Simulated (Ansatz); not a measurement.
Take Ca in the fcc (Cu type) structure (space group Fm-3m, No. 225; a = 5.527 Å) as the base.

Structures relaxed with Ansatz (a first-principles code), PBE, PAW, cutoff 420 eV, spin-orbit coupling left out.

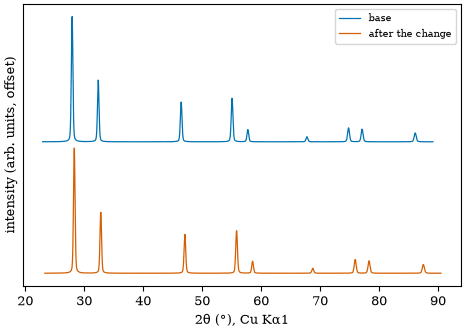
*Simulated powder patterns before (top) and after one change*

Question: Name the change that was made.
(A) pressure 10 GPa
(B) pressure 0.7 GPa
(C) pressure 1.5 GPa
(D) pressure −2 GPa

Answer: B, pressure 0.7 GPa. Its volume per atom is 40.62 Å³ against 42.20 Å³, and its space group is Fm-3m (No. 225).

Load acts through the strain it causes; cell and atoms are relaxed under it. No phonon test of stability was made. Competing high-pressure phases were not computed.
